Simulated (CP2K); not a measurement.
# GFN1-xTB run of C4H4F2 (SMILES FC1C=CC1F)

Aim: the energy difference between two shapes of C4H4F2 at GFN1-xTB, from 2 runs. 

The calculation is run with CP2K 2026.2.

2 further runs of the same task are left out: 1 that didn't finish, 1 set aside as unsound or not needed.

## Step 1: Starting point

C4H4F2: 10 atoms, total charge 0, spin state singlet. SMILES: `FC1C=CC1F`. Geometry: relaxed at GFN2-xTB.

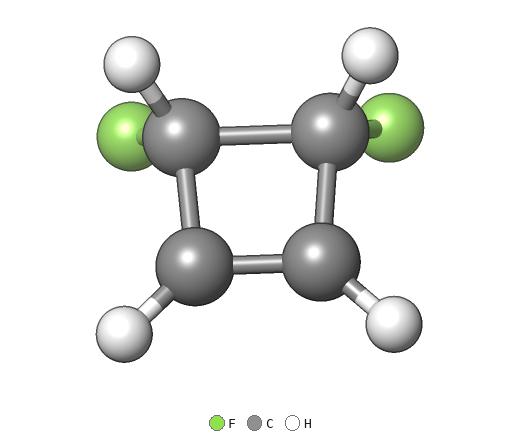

The structure, seen from a chosen angle (fluorine green, carbon grey, hydrogen white).

## Step 2: Energy and forces at GFN1-xTB

Input file mol.inp:

```
&GLOBAL
  PROJECT_NAME mol
  RUN_TYPE ENERGY_FORCE
  PRINT_LEVEL MEDIUM
&END
&FORCE_EVAL
  METHOD QS
  &DFT
    CHARGE 0
    MULTIPLICITY 1
    &QS
      METHOD XTB
      EPS_DEFAULT 1.0E-10
      &XTB
        GFN_TYPE 1
        CHECK_ATOMIC_CHARGES F
      &END
    &END
    &POISSON
      PERIODIC NONE
      POISSON_SOLVER ANALYTIC
    &END
    &SCF
      SCF_GUESS ATOMIC
      EPS_SCF 1.0E-06
      MAX_SCF 30
      &OT ON
        MINIMIZER DIIS
        PRECONDITIONER FULL_ALL
      &END
      &OUTER_SCF
        EPS_SCF 1.0E-06
        MAX_SCF 5
      &END
    &END
    &PRINT
      &MOMENTS
        PERIODIC F
        REFERENCE COM
        MAX_MOMENT 1
      &END
      &MO_CUBES
        NLUMO 3
        NHOMO -1
        WRITE_CUBE F
      &END
      &HIRSHFELD OFF
      &END
    &END
  &END
  &SUBSYS
    &CELL
      ABC [angstrom] 18 20 20
      PERIODIC NONE
    &END
    &COORD
      F     -0.878650    -0.342680    -1.815520
      C      0.120250    -0.341550    -0.886490
      C     -0.175600    -1.079460     0.395620
      C     -0.120080     0.010020     1.156780
      C      0.188050     0.938780     0.008740
      F     -0.756610     1.884270    -0.262870
      H      1.045560    -0.603710    -1.410720
      H     -0.348680    -2.122520     0.578730
      H     -0.230660     0.206350     2.205830
      H      1.156410     1.450500     0.029900
    &END
    &TOPOLOGY
      &CENTER_COORDINATES
      &END
    &END
  &END
  &PRINT
    &FORCES ON
    &END
  &END
&END
```

Launch:

```sh
OMP_NUM_THREADS=1 cp2k.psmp -i mol.inp -o mol.out
```

Output:

```text
CP2K| version string:                                       CP2K version 2026.2
[...]
 GLOBAL| Method name                                                        CP2K
[...]
 GLOBAL| Run type                                                   ENERGY_FORCE
[...]
                             - Atoms:                                         10
[...]
                             - Spherical basis functions:                     32
[...]
 Number of electrons:                                                         34
[...]
     1 OT DIIS     0.15E+00    0.0     0.05872761       -20.7394227102 -2.07E+01
[...]
     9 OT DIIS     0.15E+00    0.0     0.00000030       -20.8306197848 -2.34E-10
  *** SCF run converged in     9 steps ***
[...]
 TB_DIPOLE| Moment [Debye]          2.68745659      -1.49933432       1.93927741
 TB_DIPOLE| Derivative [a.u.]       0.00000000       0.00000000       0.00000000
[...]
 ENERGY| Total FORCE_EVAL ( QS ) energy [hartree]            -20.830619784784361
 FORCES| Atomic forces [hartree/bohr]
 FORCES|   Atom     x               y               z               |f|
 FORCES|      1  1.79135220E-03  3.62129034E-04  3.74924065E-03   4.17095739E-03
 FORCES|      2 -1.42058298E-03  2.40084982E-03 -2.34058935E-03   3.64149617E-03
 FORCES|      3 -1.71208862E-03  2.66101424E-04 -3.44783652E-03   3.85870886E-03
 FORCES|      4 -1.60682849E-03  3.19685752E-03 -1.40026810E-03   3.84220595E-03
 FORCES|      5 -1.18513320E-03  1.50389994E-03 -3.01376389E-03   3.57057818E-03
 FORCES|      6  1.42132188E-03 -3.76113566E-03  8.84965165E-04   4.11697227E-03
 FORCES|      7  1.19977485E-03 -6.85948969E-04 -7.44722250E-04   1.56990347E-03
 FORCES|      8  4.28356666E-06 -4.39757079E-03  1.35049065E-03   4.60026871E-03
 FORCES|      9  2.58796104E-04  2.68932142E-04  4.64680802E-03   4.66177270E-03
 FORCES|     10  1.24910468E-03  8.45885535E-04  3.15675633E-04   1.54124493E-03
 FORCES| Sum     2.49366500E-16  6.86299975E-17  3.68140848E-16
 FORCES| Total atomic force                                       4.49912671E-16
[...]
```

Run time: 0.4 s. Hardware: 1 thread of Arm Neoverse V1, shared host.

## Step 3: The distorted shape at the same level

Input file job.inp:

```
&GLOBAL
   PROJECT_NAME job
   RUN_TYPE ENERGY_FORCE
   PRINT_LEVEL MEDIUM
&END GLOBAL
&FORCE_EVAL
   METHOD Quickstep
   &DFT
      CHARGE 0
      MULTIPLICITY 1
      # Quickstep
      &QS
         METHOD XTB
         EPS_DEFAULT 1.0E-10
         &XTB
            GFN_TYPE 1
            CHECK_ATOMIC_CHARGES F
         &END XTB
      &END QS
      # no periodic images
      &POISSON
         PERIODIC NONE
         POISSON_SOLVER ANALYTIC
      &END POISSON
      &SCF
         SCF_GUESS ATOMIC
         EPS_SCF 1.0E-06
         MAX_SCF 30
         &OT ON
            MINIMIZER DIIS
            PRECONDITIONER FULL_ALL
         &END OT
         &OUTER_SCF
            EPS_SCF 1.0E-06
            MAX_SCF 5
         &END OUTER_SCF
      &END SCF
      &PRINT
         &MOMENTS
            PERIODIC F
            REFERENCE COM
            MAX_MOMENT 1
         &END MOMENTS
         &MO_CUBES
            NLUMO 3
            NHOMO -1
            WRITE_CUBE F
         &END MO_CUBES
         &HIRSHFELD OFF
         &END HIRSHFELD
      &END PRINT
   &END DFT
   # structure
   &SUBSYS
      &CELL
         ABC [angstrom] 17.9 20 20
         PERIODIC NONE
      &END CELL
      &COORD
         F     -0.787023    -0.274389    -1.816108
         C      0.137916    -0.376704    -0.962132
         C     -0.119426    -1.082534     0.416131
         C     -0.107543    -0.064758     1.171894
         C      0.111493     0.936701    -0.093325
         F     -0.697089     1.904892    -0.298630
         H      1.021685    -0.630353    -1.373337
         H     -0.313198    -2.070277     0.602739
         H     -0.195432     0.189447     2.232505
         H      1.161647     1.506946    -0.063916
      &END COORD
      &TOPOLOGY
         &CENTER_COORDINATES
         &END CENTER_COORDINATES
      &END TOPOLOGY
   &END SUBSYS
   &PRINT
      &FORCES ON
      &END FORCES
   &END PRINT
&END FORCE_EVAL
```

Launch:

```sh
OMP_NUM_THREADS=1 cp2k.psmp -i job.inp -o job.out
```

Output:

```text
CP2K| version string:                                       CP2K version 2026.2
[...]
 GLOBAL| Method name                                                        CP2K
[...]
 GLOBAL| Run type                                                   ENERGY_FORCE
[...]
                             - Atoms:                                         10
[...]
                             - Spherical basis functions:                     32
[...]
 Number of electrons:                                                         34
[...]
     1 OT DIIS     0.15E+00    0.0     0.04945685       -20.7179168123 -2.07E+01
[...]
     9 OT DIIS     0.15E+00    0.0     0.00000070       -20.7859896582 -2.08E-10
  *** SCF run converged in     9 steps ***
[...]
 TB_DIPOLE| Moment [Debye]          2.08872583      -1.45228114       1.38936736
 TB_DIPOLE| Derivative [a.u.]       0.00000000       0.00000000       0.00000000
[...]
 ENERGY| Total FORCE_EVAL ( QS ) energy [hartree]            -20.785989658249196
 FORCES| Atomic forces [hartree/bohr]
 FORCES|   Atom     x               y               z               |f|
 FORCES|      1 -6.60052588E-02 -1.22334658E-02 -6.28660175E-02   9.19700388E-02
 FORCES|      2 -1.66843435E-02  2.65754014E-02  1.11136963E-01   1.15481790E-01
 FORCES|      3 -3.81958897E-03 -3.24835498E-02 -7.22064598E-02   7.92688028E-02
 FORCES|      4  2.39511572E-03  1.09746917E-01  1.28066253E-02   1.10517564E-01
 FORCES|      5  1.02446650E-01 -2.49920398E-02  5.73625362E-02   1.20043236E-01
 FORCES|      6 -5.31155342E-02  2.96106845E-02 -1.42837858E-02   6.24666242E-02
 FORCES|      7  6.36665457E-02 -1.55721975E-02 -3.26189151E-02   7.32114472E-02
 FORCES|      8 -3.55020989E-03 -4.78706286E-02  7.57767435E-03   4.85965248E-02
 FORCES|      9  7.40050274E-04 -6.10099090E-03 -9.21729618E-03   1.10782812E-02
 FORCES|     10 -2.60734259E-02 -2.66801304E-02  2.30867560E-03   3.73762342E-02
 FORCES| Sum    -2.49800181E-16  5.23886490E-16 -1.69569220E-16
 FORCES| Total atomic force                                       6.04657676E-16
[...]
```

It took 0.42 s on 1 thread of Arm Neoverse V1, shared host.

## Step 4: What came out

Level: GFN1-xTB.

```
                                                  quantity         value
                                 first shape: total energy  -20.83062 Eh
    first shape: dipole moment (from atomic charges alone)        3.64 D
                                  first shape: HOMO energy     -12.66 eV
                            first shape: dispersion energy  -7.44 kJ/mol
                     first shape: largest force on an atom    0.240 eV/Å
                             distorted shape: total energy  -20.78599 Eh
distorted shape: dipole moment (from atomic charges alone)        2.90 D
                              distorted shape: HOMO energy     -12.22 eV
                        distorted shape: dispersion energy  -7.51 kJ/mol
                 distorted shape: largest force on an atom    6.173 eV/Å
                    energy change with the atoms displaced      1.214 eV
```

What this shows: With the atoms displaced the energy rises by 1.21 eV (117 kJ/mol). The first shape isn't relaxed at this level, so the change isn't measured from a minimum. The dipole (first shape) comes from point charges on the atoms alone, without atomic dipoles, so it is partial. The dipole (distorted shape) comes from point charges on the atoms alone, without atomic dipoles, so it is partial.
